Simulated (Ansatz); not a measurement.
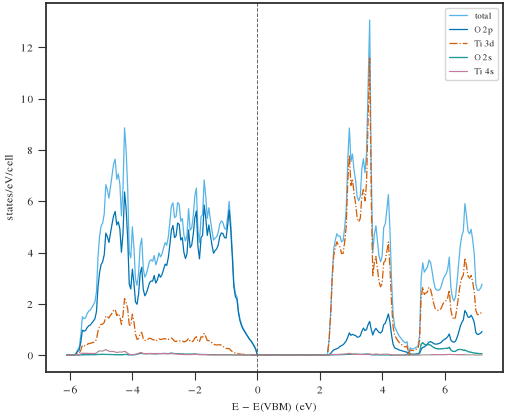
Figure: Total and projected density of states of TiO$_{2}$ (rutile, P4_2/mnm), plane-wave PAW r²SCAN (Ansatz code)

Problem. Which orbitals carry the states next to the gap?

Solution. Top 1 eV of the valence band: O 2p 95 %. Bottom 1 eV of the conduction band: Ti 3d 89 %, O 2p 9 %. Projections are on Löwdin-orthogonalised atomic valence shells; empty p or d shells of many metals are not among them.

Problem. Where is the tallest occupied peak in this window, and what makes it?

Solution. Near -4.2 eV, about 8.9 states/eV per cell; the largest projected share is O 2p.

The cell was relaxed with r²SCAN under the symmetry of its start. The run is not spin-polarised.

Potentials: the later of the program's two PAW sets.
